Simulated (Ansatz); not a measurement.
# C2H5NSi: rotation by 180° about the N1–C2 bond

Wanted: the energy profile along the rotation by 180° about the N1–C2 bond, from relaxed end points and a band of images. SMILES of the start: NC1=C[SiH2]1.

Program: Ansatz 0.2.0. Level of theory: RKS PBE0-D4/def2-SVP. These are calculated values, not measurements.

### 1 The system as given

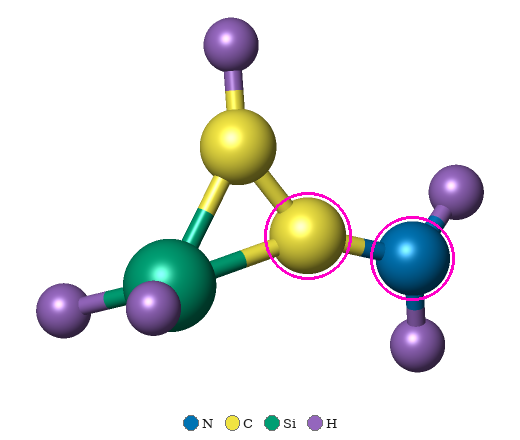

Start, viewed from a free direction; nitrogen blue, carbon yellow, silicon teal, hydrogen purple. Ringed: N1, C2.

As a file:

```xyz
9

N     0.0798    1.1175   -1.2277
C     0.0238    0.1650   -0.3525
C     0.6459   -0.8840    0.0313
Si   -0.6954   -0.5529    1.0351
H     0.9277    1.2821   -1.7256
H    -0.3677    2.0527   -0.9105
H     1.5704   -1.4692   -0.1611
H    -0.3353   -0.1259    2.3997
H    -1.7608   -1.6317    0.8943
```

### 2 End point A

Contents of input.yaml:

```yaml
crystal:
  periodic: [false, false, false]
  atoms:
    - { symbol: "N", position_ang: [0.0798, 1.1175, -1.2277] }
    - { symbol: C, position_ang: [0.0238, 0.165, -0.3525] }
    - { symbol: C, position_ang: [0.6459, -0.884, 0.0313] }
    - { symbol: Si, position_ang: [-0.6954, -0.5529, 1.0351] }
    - { symbol: H, position_ang: [0.9277, 1.2821, -1.7256] }
    - { symbol: H, position_ang: [-0.3677, 2.0527, -0.9105] }
    - { symbol: H, position_ang: [1.5704, -1.4692, -0.1611] }
    - { symbol: H, position_ang: [-0.3353, -0.1259, 2.3997] }
    - { symbol: H, position_ang: [-1.7608, -1.6317, 0.8943] }
basis:
  gaussian: { orbitals: def2-SVP }
hamiltonian:
  xc: pbe0
  dispersion: d4
relax:
  f_tol: 0.015
  max_steps: 40
output:
  orbitals: {}
```

Command:

```console
$ ansatz run input.yaml --threads 1 --pin off --max-ram 2048MiB --backend cpu --events-out ev --progress --plain --runs-dir out
```

Log (excerpt; [...] marks lines left out):

```text
Warning: RAYON_NUM_THREADS=1 ignored (pool sized by the plan → 1); use --threads N
[...]
Functional definition: PBE0
[...]
938 factors; integrals over basis functions are off by at most 2.8e-4 eV
[...]
mean field -11507.47938109 eV, -422.8920672054 hartree, gradient 2.6e-5 eV, S^2 0.000000; 0 other end points of the search recorded, 0 dependent functions left out
[...]
reference -11507.47940682 eV, -422.8920681511 hartree; 19, 19 occupied and 66, 66 virtual orbitals, 938 factors
relax step   1: F+E_penalty+E_count = -11507.62499432 eV  Δ(F+E_penalty+E_count) = +0.000e0 eV  max|allowed force component| = 5.235e0 eV/Å  Δτ_max = 0.0000 Å  (25 SCF iters, accepted)
[...]
relax step   6: F+E_penalty+E_count = -11508.57170575 eV  Δ(F+E_penalty+E_count) = -5.234e-4 eV  max|allowed force component| = 4.541e-2 eV/Å  Δτ_max = 0.0179 Å  (29 SCF iters, accepted)
[...]
relax step   7: F+E_penalty+E_count = -11508.57183925 eV  Δ(F+E_penalty+E_count) = -1.335e-4 eV  max|allowed force component| = 7.308e-3 eV/Å  Δτ_max = 0.0072 Å  (23 SCF iters, accepted)
938 factors; integrals over basis functions are off by at most 3.2e-4 eV
[...]
mean field -11508.42976447 eV, -422.9269931505 hartree, gradient 2.5e-5 eV, S^2 0.000000; 1 other end points of the search recorded, 0 dependent functions left out
[...]
reference -11508.42978990 eV, -422.9269940850 hartree; 19, 19 occupied and 66, 66 virtual orbitals, 938 factors
Total energy: -11508.57186468 eV, -422.9322152368 hartree
Atom 0 at     0.138983     1.200822    -1.180432 Å, force     0.000937    -0.006847     0.003777 eV/Å
Atom 1 at     0.100483     0.200133    -0.281359 Å, force    -0.001522    -0.000259    -0.000897 eV/Å
Atom 2 at     0.780364    -0.927161     0.027528 Å, force    -0.003908     0.000430     0.001371 eV/Å
Atom 3 at    -0.634637    -0.707285     1.123901 Å, force     0.007308    -0.001513    -0.001787 eV/Å
Atom 4 at     0.935121     1.304868    -1.796997 Å, force    -0.000639     0.002191    -0.001829 eV/Å
Atom 5 at    -0.463562     2.002067    -1.069685 Å, force     0.000325     0.003997    -0.002568 eV/Å
Atom 6 at     1.659933    -1.457068    -0.342360 Å, force     0.000550     0.001810     0.000811 eV/Å
Atom 7 at    -0.515342    -0.194116     2.523094 Å, force    -0.000625    -0.000844     0.001983 eV/Å
Atom 8 at    -1.912943    -1.468660     0.979312 Å, force    -0.002426     0.001034    -0.000861 eV/Å
Dipole moment:     0.071705     0.400960    -0.269442 e Å
```

Wall time 24 s (1 thread of Arm Neoverse V2, shared host); peak memory 0.16 GiB.

The steps of the relaxation:

| step | energy from step 1 (eV) | largest force component (eV/Å) |
| --- | --- | --- |
| 1 | 0.0000 | 5.2350 |
| 2 | -0.8101 | 1.7042 |
| 3 | -0.9102 | 0.4299 |
| 4 | -0.9428 | 0.1990 |
| 5 | -0.9462 | 0.0917 |
| 6 | -0.9467 | 0.0454 |
| 7 | -0.9468 | 0.0073 |

Step 1 is the start.

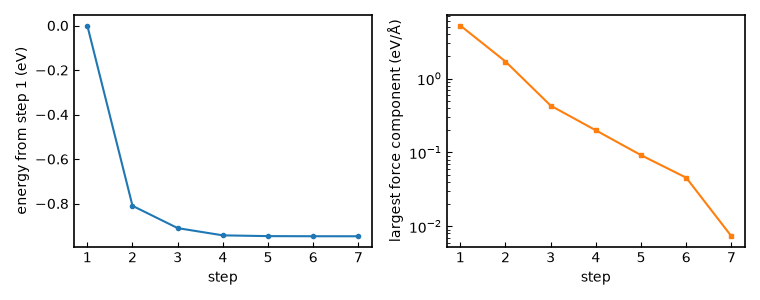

How energy and force went from step to step.

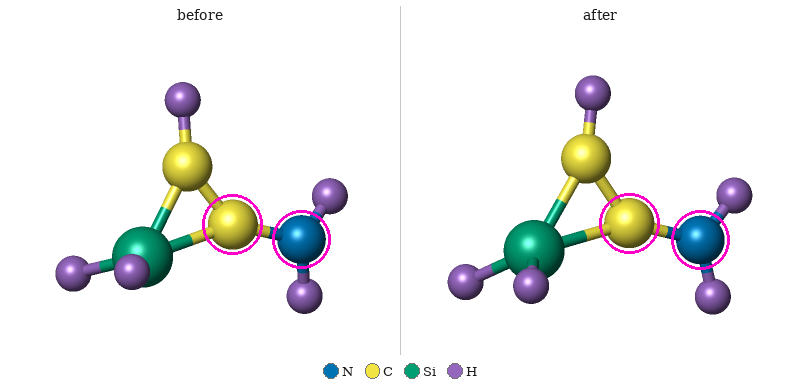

Before and after, at one scale.

After: Bond lengths: N1–C2 1.346 Å, C2–C3 1.352 Å, C2–Si4 1.827 Å, C3–Si4 1.803 Å, N1–H5 1.012 Å, N1–H6 1.009 Å, C3–H7 1.091 Å, Si4–H8 1.495 Å, Si4–H9 1.495 Å. Angles (14 of 15 angles, heavy atoms first): N1–C2–C3 139.3°, N1–C2–Si4 153.5°, C3–C2–Si4 67.2°, C2–C3–Si4 69.1°, C2–Si4–C3 43.7°, C2–N1–H5 120.4°, C2–N1–H6 120.0°, C2–C3–H7 137.1°, Si4–C3–H7 153.8°, C2–Si4–H8 121.1°, C2–Si4–H9 121.5°, C3–Si4–H8 123.2°, C3–Si4–H9 123.4°, H5–N1–H6 117.1°.

### 3 End point B

The second end starts from a geometry with the move made by hand.

Contents of input.yaml:

```yaml
crystal:
  periodic: [false, false, false]
  atoms:
    - { symbol: "N", position_ang: [0.0798, 1.1175, -1.2277] }
    - { symbol: C, position_ang: [0.0238, 0.165, -0.3525] }
    - { symbol: C, position_ang: [-0.68517, -0.26357, 0.62136] }
    - { symbol: Si, position_ang: [0.61349, -1.31999, 0.28401] }
    - { symbol: H, position_ang: [0.9277, 1.2821, -1.7256] }
    - { symbol: H, position_ang: [-0.3677, 2.0527, -0.9105] }
    - { symbol: H, position_ang: [-1.6322, -0.06161, 1.16589] }
    - { symbol: H, position_ang: [0.20211, -2.61907, -0.27928] }
    - { symbol: H, position_ang: [1.61448, -1.33665, 1.43138] }
basis:
  gaussian: { orbitals: def2-SVP }
hamiltonian:
  xc: pbe0
  dispersion: d4
relax:
  f_tol: 0.015
  max_steps: 40
```

Command:

```console
$ ansatz run input.yaml --threads 1 --pin off --max-ram 2048MiB --backend cpu --events-out ev --progress --plain --runs-dir out
```

Log:

```text
Warning: RAYON_NUM_THREADS=1 ignored (pool sized by the plan → 1); use --threads N
The last accepted step is kept in <dir> (removed where the run ends without a failure and the disk answers)
Engine: ansatz 0.2.0, aarch64-unknown-linux-gnu
[... 1 set-up line as earlier in the session ...]
  parameter a = 0.25
  parameter kappa = 0.804
  parameter beta = 0.06672455060314922
  exchange = (1 - a)*pbe_x(kappa = kappa, mu = beta*pi^2/3) + a*exact_x
  correlation = pbe_c(beta = beta)
938 factors; integrals over basis functions are off by at most 2.8e-4 eV
mean field evaluation 1: about -11499.5598 eV, gradient 5.6e1 eV
mean field evaluation 2: about -11492.4945 eV, gradient 7.4e1 eV
mean field evaluation 4: about -11507.4511 eV, gradient 3.6e0 eV
mean field evaluation 8: about -11507.5037 eV, gradient 8.3e-2 eV
mean field -11507.50370917 eV, -422.8929612459 hartree, gradient 5.4e-5 eV, S^2 0.000000; 0 other end points of the search recorded, 0 dependent functions left out
the calculation of the forces begins
reference -11507.50373497 eV, -422.8929621941 hartree; 19, 19 occupied and 66, 66 virtual orbitals, 938 factors
relax step   1: F+E_penalty+E_count = -11507.64919387 eV  Δ(F+E_penalty+E_count) = +0.000e0 eV  max|allowed force component| = 5.151e0 eV/Å  Δτ_max = 0.0000 Å  (24 SCF iters, accepted)
these checks for a lower state are left out or cut short: starts, cluster_reference, orbital_swaps, neighbouring_geometries, increment
938 factors; integrals over basis functions are off by at most 3.1e-4 eV
mean field evaluation 16: about -11508.0264 eV, gradient 9.4e0 eV
mean field -11508.28896370 eV, -422.9218188175 hartree, gradient 1.0e-5 eV, S^2 0.000000; 0 other end points of the search recorded, 0 dependent functions left out
the calculation of the forces begins
reference -11508.28898950 eV, -422.9218197655 hartree; 19, 19 occupied and 66, 66 virtual orbitals, 938 factors
relax step   2: F+E_penalty+E_count = -11508.43220289 eV  Δ(F+E_penalty+E_count) = -7.830e-1 eV  max|allowed force component| = 1.921e0 eV/Å  Δτ_max = 0.1840 Å  (29 SCF iters, accepted)
these checks for a lower state are left out or cut short: starts, cluster_reference, orbital_swaps, neighbouring_geometries, increment
938 factors; integrals over basis functions are off by at most 3.4e-4 eV
mean field -11508.38153379 eV, -422.9252207058 hartree, gradient 1.2e-5 eV, S^2 0.000000; 0 other end points of the search recorded, 0 dependent functions left out
the calculation of the forces begins
reference -11508.38155938 eV, -422.9252216462 hartree; 19, 19 occupied and 66, 66 virtual orbitals, 938 factors
relax step   3: F+E_penalty+E_count = -11508.52370024 eV  Δ(F+E_penalty+E_count) = -9.150e-2 eV  max|allowed force component| = 6.835e-1 eV/Å  Δτ_max = 0.2000 Å  (29 SCF iters, accepted)
these checks for a lower state are left out or cut short: starts, cluster_reference, orbital_swaps, neighbouring_geometries, increment
938 factors; integrals over basis functions are off by at most 3.3e-4 eV
mean field evaluation 32: about -11508.4259 eV, gradient 1.2e-1 eV
mean field -11508.42589595 eV, -422.9268509849 hartree, gradient 1.4e-5 eV, S^2 0.000000; 0 other end points of the search recorded, 0 dependent functions left out
the calculation of the forces begins
reference -11508.42592155 eV, -422.9268519258 hartree; 19, 19 occupied and 66, 66 virtual orbitals, 938 factors
relax step   4: F+E_penalty+E_count = -11508.56804456 eV  Δ(F+E_penalty+E_count) = -4.434e-2 eV  max|allowed force component| = 2.498e-1 eV/Å  Δτ_max = 0.1120 Å  (29 SCF iters, accepted)
these checks for a lower state are left out or cut short: starts, cluster_reference, orbital_swaps, neighbouring_geometries, increment
938 factors; integrals over basis functions are off by at most 3.3e-4 eV
mean field -11508.42791803 eV, -422.9269252948 hartree, gradient 1.3e-5 eV, S^2 0.000000; 0 other end points of the search recorded, 0 dependent functions left out
the calculation of the forces begins
reference -11508.42794357 eV, -422.9269262336 hartree; 19, 19 occupied and 66, 66 virtual orbitals, 938 factors
relax step   5: F+E_penalty+E_count = -11508.57001086 eV  Δ(F+E_penalty+E_count) = -1.966e-3 eV  max|allowed force component| = 1.305e-1 eV/Å  Δτ_max = 0.0144 Å  (29 SCF iters, accepted)
these checks for a lower state are left out or cut short: starts, cluster_reference, orbital_swaps, neighbouring_geometries, increment
938 factors; integrals over basis functions are off by at most 3.3e-4 eV
mean field -11508.42929118 eV, -422.9269757572 hartree, gradient 1.3e-5 eV, S^2 0.000000; 0 other end points of the search recorded, 0 dependent functions left out
the calculation of the forces begins
reference -11508.42931666 eV, -422.9269766937 hartree; 19, 19 occupied and 66, 66 virtual orbitals, 938 factors
relax step   6: F+E_penalty+E_count = -11508.57136302 eV  Δ(F+E_penalty+E_count) = -1.352e-3 eV  max|allowed force component| = 4.237e-2 eV/Å  Δτ_max = 0.0108 Å  (31 SCF iters, accepted)
these checks for a lower state are left out or cut short: starts, cluster_reference, orbital_swaps, neighbouring_geometries, increment
938 factors; integrals over basis functions are off by at most 3.3e-4 eV
mean field -11508.42966770 eV, -422.9269895941 hartree, gradient 1.3e-5 eV, S^2 0.000000; 0 other end points of the search recorded, 0 dependent functions left out
the calculation of the forces begins
reference -11508.42969313 eV, -422.9269905288 hartree; 19, 19 occupied and 66, 66 virtual orbitals, 938 factors
relax step   7: F+E_penalty+E_count = -11508.57173984 eV  Δ(F+E_penalty+E_count) = -3.768e-4 eV  max|allowed force component| = 2.438e-2 eV/Å  Δτ_max = 0.0126 Å  (29 SCF iters, accepted)
these checks for a lower state are left out or cut short: starts, cluster_reference, orbital_swaps, neighbouring_geometries, increment
938 factors; integrals over basis functions are off by at most 3.3e-4 eV
mean field evaluation 64: about -11508.4298 eV, gradient 1.3e-5 eV
mean field -11508.42977248 eV, -422.9269934447 hartree, gradient 1.3e-5 eV, S^2 0.000000; 0 other end points of the search recorded, 0 dependent functions left out
the calculation of the forces begins
reference -11508.42979788 eV, -422.9269943784 hartree; 19, 19 occupied and 66, 66 virtual orbitals, 938 factors
relax step   8: F+E_penalty+E_count = -11508.57184318 eV  Δ(F+E_penalty+E_count) = -1.033e-4 eV  max|allowed force component| = 1.144e-2 eV/Å  Δτ_max = 0.0115 Å  (29 SCF iters, accepted)
938 factors; integrals over basis functions are off by at most 3.3e-4 eV
mean field -11508.42977248 eV, -422.9269934447 hartree, gradient 1.3e-5 eV, S^2 0.000000; 1 other end points of the search recorded, 0 dependent functions left out
the calculation of the forces begins
reference -11508.42979788 eV, -422.9269943784 hartree; 19, 19 occupied and 66, 66 virtual orbitals, 938 factors
Total energy: -11508.57186858 eV, -422.9322153803 hartree
Atom 0 at     0.129371     1.211403    -1.165434 Å, force     0.000998     0.011440    -0.003749 eV/Å
Atom 1 at     0.019705     0.188743    -0.297597 Å, force     0.002205    -0.002402    -0.002798 eV/Å
Atom 2 at    -0.805274    -0.237130     0.685402 Å, force    -0.002921     0.000174     0.006703 eV/Å
Atom 3 at     0.540405    -1.408355     0.421471 Å, force    -0.005181     0.004401    -0.000915 eV/Å
Atom 4 at     0.966163     1.317057    -1.718855 Å, force    -0.002831    -0.002944     0.003171 eV/Å
Atom 5 at    -0.470028     2.022884    -1.079478 Å, force     0.001658    -0.006177     0.000340 eV/Å
Atom 6 at    -1.716250     0.114821     1.173046 Å, force     0.003805    -0.001884    -0.003182 eV/Å
Atom 7 at     0.378580    -2.691071    -0.328831 Å, force     0.000259    -0.002602    -0.001043 eV/Å
Atom 8 at     1.733638    -1.501942     1.317335 Å, force     0.002007    -0.000008     0.001474 eV/Å
Dipole moment:     0.081699     0.413421    -0.247000 e Å
```

Run time: 27 s. Hardware: 1 thread of Arm Neoverse V2, shared host; peak memory 0.16 GiB.

Step by step:

| step | energy from step 1 (eV) | largest force component (eV/Å) |
| --- | --- | --- |
| 1 | 0.0000 | 5.1511 |
| 2 | -0.7830 | 1.9215 |
| 3 | -0.8745 | 0.6835 |
| 4 | -0.9189 | 0.2498 |
| 5 | -0.9208 | 0.1305 |
| 6 | -0.9222 | 0.0424 |
| 7 | -0.9225 | 0.0244 |
| 8 | -0.9226 | 0.0114 |

Step 1 is the start.

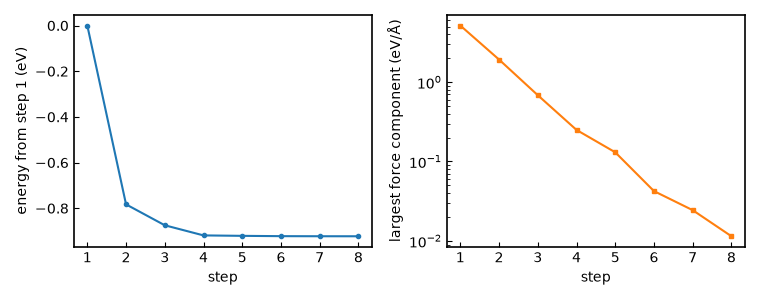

How energy and force went from step to step.

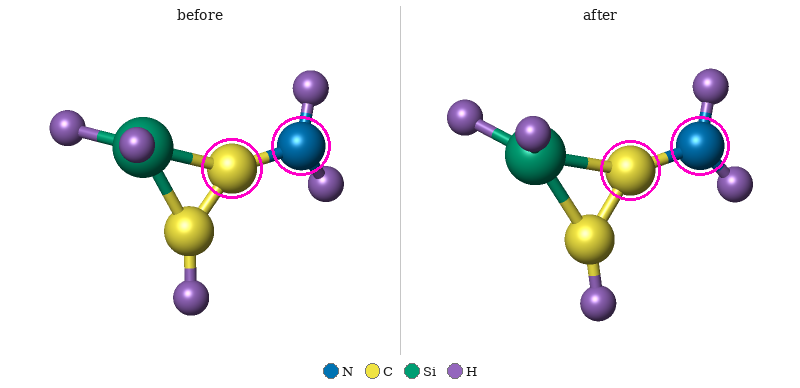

Before and after, at one scale.

After: Bond lengths: N1–C2 1.346 Å, C2–C3 1.352 Å, C2–Si4 1.827 Å, C3–Si4 1.803 Å, N1–H5 1.009 Å, N1–H6 1.013 Å, C3–H7 1.092 Å, Si4–H8 1.495 Å, Si4–H9 1.495 Å. Angles (14 of 15 angles, heavy atoms first): N1–C2–C3 139.3°, N1–C2–Si4 153.5°, C3–C2–Si4 67.2°, C2–C3–Si4 69.1°, C2–Si4–C3 43.7°, C2–N1–H5 120.1°, C2–N1–H6 120.4°, C2–C3–H7 137.1°, Si4–C3–H7 153.8°, C2–Si4–H8 121.4°, C2–Si4–H9 121.2°, C3–Si4–H8 123.4°, C3–Si4–H9 123.3°, H5–N1–H6 117.0°.

### 4 Nudged elastic band

crystal.atoms is end A as relaxed above, and neb.final_atoms is end B, turned to lie on A. With 5 inner images the band has 7 in all.

Contents of input.yaml:

```yaml
crystal:
  periodic: [false, false, false]
  atoms:
    - { symbol: "N", position_ang: [0.138983, 1.200822, -1.180432] }
    - { symbol: C, position_ang: [0.100483, 0.200133, -0.281359] }
    - { symbol: C, position_ang: [0.780364, -0.927161, 0.027528] }
    - { symbol: Si, position_ang: [-0.634637, -0.707285, 1.123901] }
    - { symbol: H, position_ang: [0.935121, 1.304868, -1.796997] }
    - { symbol: H, position_ang: [-0.463562, 2.002067, -1.069685] }
    - { symbol: H, position_ang: [1.659933, -1.457068, -0.34236] }
    - { symbol: H, position_ang: [-0.515342, -0.194116, 2.523094] }
    - { symbol: H, position_ang: [-1.912943, -1.46866, 0.979312] }
basis:
  gaussian: { orbitals: def2-SVP }
hamiltonian:
  xc: pbe0
  dispersion: d4
neb:
  order_check: false
  images: 5
  f_tol: 0.03
  max_iterations: 60
  initial_path: idpp
  final_atoms:
    - { symbol: "N", position_ang: [0.22509505, 1.2761969, -1.08407522] }
    - { symbol: C, position_ang: [0.12781448, 0.22428519, -0.25039697] }
    - { symbol: C, position_ang: [0.7844818, -0.92335099, 0.03238283] }
    - { symbol: Si, position_ang: [-0.63328838, -0.70642879, 1.12561292] }
    - { symbol: H, position_ang: [-0.52608831, 1.94712749, -1.1409446] }
    - { symbol: H, position_ang: [0.88980443, 1.2649927, -1.84775376] }
    - { symbol: H, position_ang: [1.66323278, -1.45394695, -0.33884228] }
    - { symbol: H, position_ang: [-0.51625148, -0.24034729, 2.54108851] }
    - { symbol: H, position_ang: [-1.92640036, -1.43492826, 0.94593057] }
```

Command:

```console
$ ansatz run input.yaml --threads 1 --pin off --max-ram 2048MiB --backend cpu --events-out ev --progress --plain --runs-dir out
```

Log (excerpt; [...] marks lines left out):

```text
Warning: RAYON_NUM_THREADS=1 ignored (pool sized by the plan → 1); use --threads N
[...]
[... 1 set-up line as earlier in the session ...]
[...]
941 factors; integrals over basis functions are off by at most 3.1e-4 eV
[...]
mean field -11508.42976874 eV, -422.9269933072 hartree, gradient 6.2e-5 eV, S^2 0.000000; 0 other end points of the search recorded, 0 dependent functions left out
[...]
reference -11508.42979411 eV, -422.9269942397 hartree; 19, 19 occupied and 66, 66 virtual orbitals, 941 factors
941 factors; integrals over basis functions are off by at most 3.2e-4 eV
[...]
mean field -11508.42977570 eV, -422.9269935632 hartree, gradient 6.2e-5 eV, S^2 0.000000; 0 other end points of the search recorded, 0 dependent functions left out
[...]
reference -11508.42980108 eV, -422.9269944958 hartree; 19, 19 occupied and 66, 66 virtual orbitals, 941 factors
[...]
Total energy: -11507.94221050 eV, -422.9090758724 hartree
Atom 0 at    -0.011528     1.345094    -1.152710 Å, force     0.000232    -0.008855     0.007569 eV/Å
Atom 1 at     0.004972     0.272532    -0.236491 Å, force    -0.005457     0.009042    -0.007678 eV/Å
Atom 2 at     0.837417    -0.674370     0.210831 Å, force    -0.002658    -0.009141     0.006221 eV/Å
Atom 3 at    -0.801561    -0.783111     1.023163 Å, force     0.006951     0.000383    -0.000057 eV/Å
Atom 4 at     0.213229     0.996034    -2.084867 Å, force     0.000263     0.002999    -0.004292 eV/Å
Atom 5 at     0.728594     2.005783    -0.913886 Å, force     0.000373     0.001533     0.000416 eV/Å
Atom 6 at     1.870626    -0.984779     0.022164 Å, force    -0.000621     0.001941    -0.000101 eV/Å
Atom 7 at    -0.989002    -0.354565     2.440571 Å, force     0.000937     0.003394     0.001223 eV/Å
Atom 8 at    -1.764346    -1.869019     0.674226 Å, force    -0.000020    -0.001296    -0.003301 eV/Å
Dipole moment:     0.339043     0.032791    -0.177880 e Å
this run last wrote the band of iteration 7 to <dir>
```

Run time: 1.9 min. Hardware: 1 thread of Arm Neoverse V2, shared host; peak memory 0.16 GiB.

(Part 1 of 2 ends here.)
